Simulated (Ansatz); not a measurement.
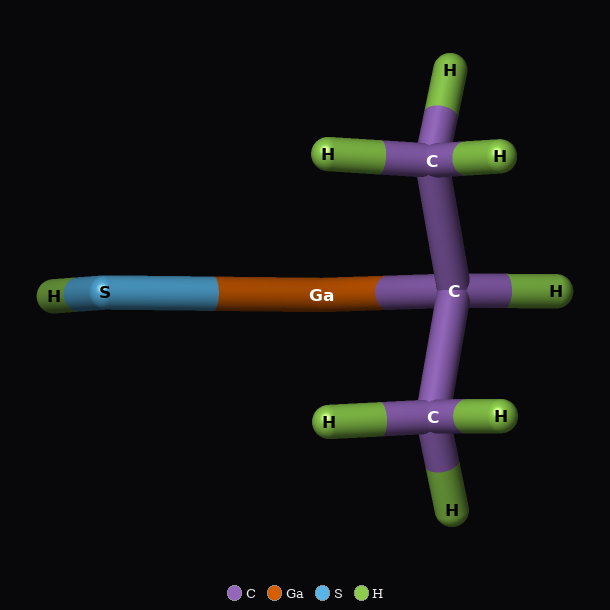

Stick drawing of a structure.

The species is neutral and a spin doublet. Computed geometry: PBE0-D4/def2-TZVP optimisation.

What does the picture show?

It has 13 atoms: 3 carbon, 8 hydrogen, 1 gallium and 1 sulfur (C3H8GaS). SMILES: `C[CH](C)[Ga][SH]`. The point group is Cs. It is an open-shell species. Coordination: 3 C tetrahedral; 1 Ga bent; 1 S bent.

The parts below concern this one geometry. Atoms keep their numbers from picture to picture.

**Charges**

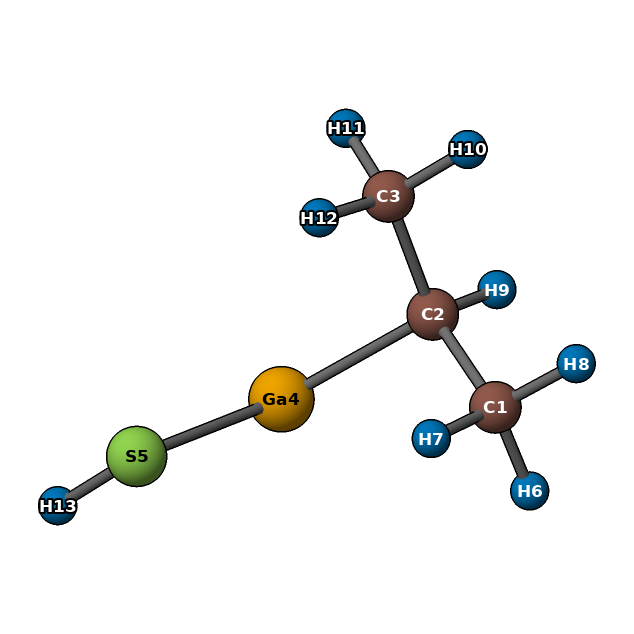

The questions are on Mulliken charges. Level of theory: UKS B3LYP-D4/def2-TZVPP (Ansatz 0.2.0).

Give the Mulliken charges atom by atom.

```json
{"atom": "C1", "value (e)": "−0.28"}
{"atom": "C2", "value (e)": "−0.05"}
{"atom": "C3", "value (e)": "−0.28"}
{"atom": "Ga4", "value (e)": "0.21"}
{"atom": "S5", "value (e)": "−0.31"}
{"atom": "H6", "value (e)": "0.09"}
{"atom": "H7", "value (e)": "0.10"}
{"atom": "H8", "value (e)": "0.08"}
{"atom": "H9", "value (e)": "0.07"}
{"atom": "H10", "value (e)": "0.08"}
{"atom": "H11", "value (e)": "0.09"}
{"atom": "H12", "value (e)": "0.10"}
{"atom": "H13", "value (e)": "0.11"}
```

**Electronic properties**

Method: UKS PBE-D4/def2-TZVPP (Ansatz 0.2.0).

What does the calculation give?

- dipole moment: 1.64 D
- HOMO energy (Kohn–Sham orbital): −4.44 eV
- ⟨S²⟩ of the determinant: 0.752
- dispersion correction: −30.3 kJ/mol

**Vibrations**

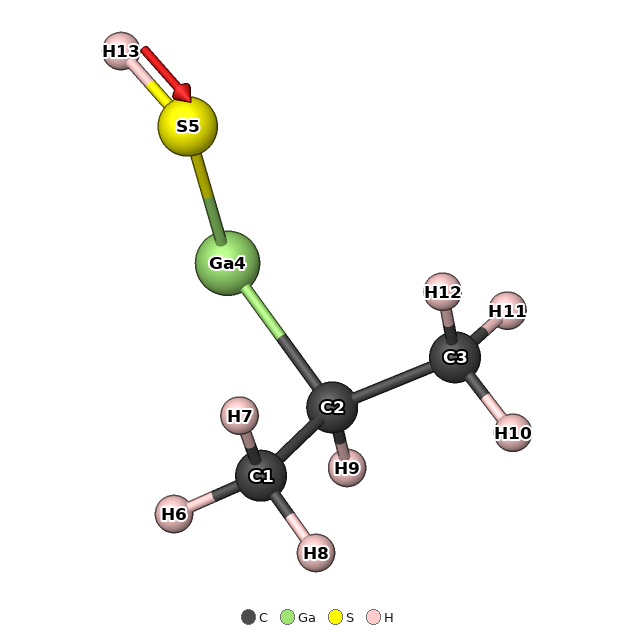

The arrows show one normal mode. Harmonic vibrations computed with UKS PBE0-D4/def2-TZVP (Ansatz 0.2.0) at a stationary point of the same level.

What kind of motion is it?

Mostly S–H stretching.

At what wavenumber does it lie?

2721 cm⁻¹; it is mode 26 of 33 counted from the lowest.

Mulliken values depend strongly on the basis set and can even reverse the polarity of a bond.
